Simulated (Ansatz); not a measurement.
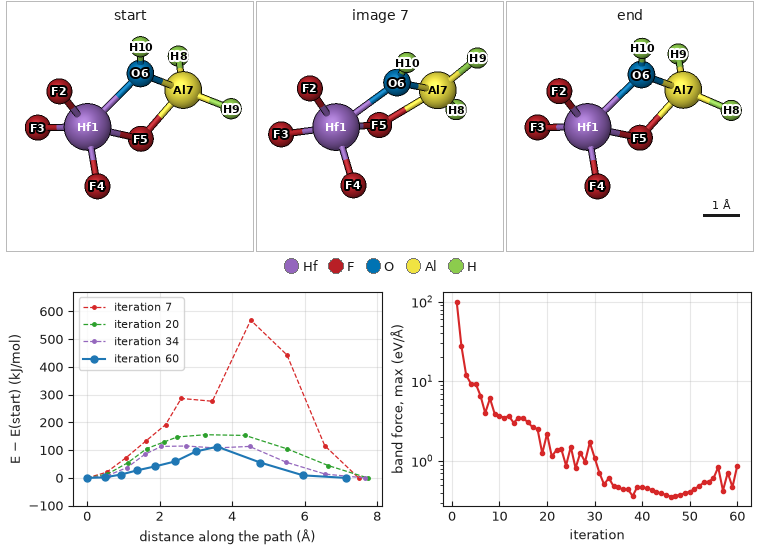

NEB run on HfAlH3OF4. Images are numbered from 0 (start) to 10 (end). The plot follows the band through its iterations. A ball-and-stick model, seen from a free direction.

These are results of RKS PBE0/def2-SVP (Ansatz), not measurements. Run with 9 movable images; climbing image; force threshold 0.05 eV/Å; iteration limit 60; optimiser FIRE; starting path through a guess of the saddle point.

Did the band converge, and can the barrier be trusted?

Answer. The result isn't final. The band hadn't converged when the run stopped after 60 iterations. The largest component of the band force went from 100 to 0.87 eV/Å. The barrier read from it is provisional, though the highest image hardly moved in the last two iterations. The first iteration put the highest image at 3726.6 kJ/mol. The barrier is about 112.5 kJ/mol in both directions, with image 7 at the top; the ends have nearly the same energy.
